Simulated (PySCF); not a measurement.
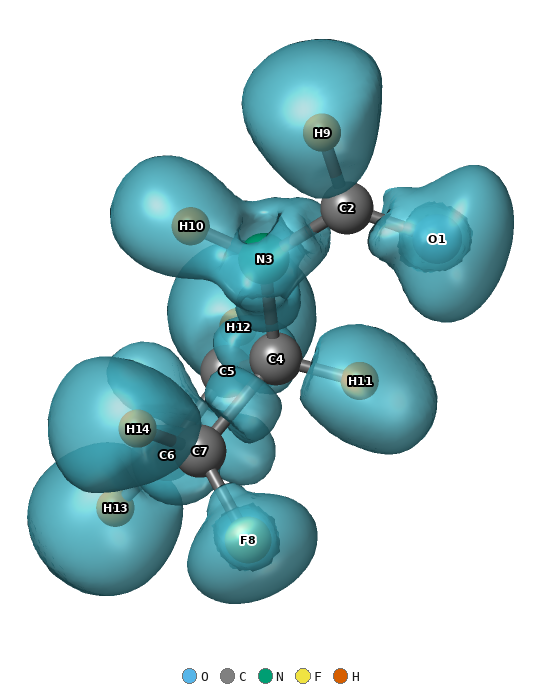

Figure. C$_{5}$H$_{6}$FNO. Isosurface of the electron localisation function at 0.75 (cyan), seen at an oblique angle. Only the valence region is drawn (cores and ρ < 0.01 e/Å³ removed).

Geometry: GFN2-xTB.

Theory: PBE0/pcSseg-1, SCF density, gas phase, non-relativistic in PySCF.

```xyz
14

O     1.6438    1.5970    1.8195
C     2.0308    0.7648    1.0435
N     1.2374    0.0039    0.2565
C    -0.1916    0.1330    0.2598
C    -1.0238   -1.1243    0.3675
C    -1.6907   -0.9087   -0.7635
C    -0.9044    0.3271   -1.1167
F    -1.6135    1.4882   -1.2595
H     3.1003    0.5293    0.8929
H     1.6438   -0.6849   -0.3565
H    -0.4441    0.9154    0.9797
H    -1.0375   -1.8954    1.1140
H    -2.5028   -1.3921   -1.2706
H    -0.2483    0.2464   -1.9889
```

### What do the ELF domains correspond to?

The surface consists of four regions between bonded C–C atoms (shared pairs), six regions around hydrogen nuclei, one region on F in which the atom's valence shell and bonds are merged and one region on O in which the atom's valence shell and bonds are merged. Along the contacts the grid gives the following. C–O (1.20 Å): the ELF peaks at about 0.85 between the atoms; a multiple bond. C–C (1.33 Å): the ELF peaks at about 0.90 between the atoms: a short, multiple covalent bond.
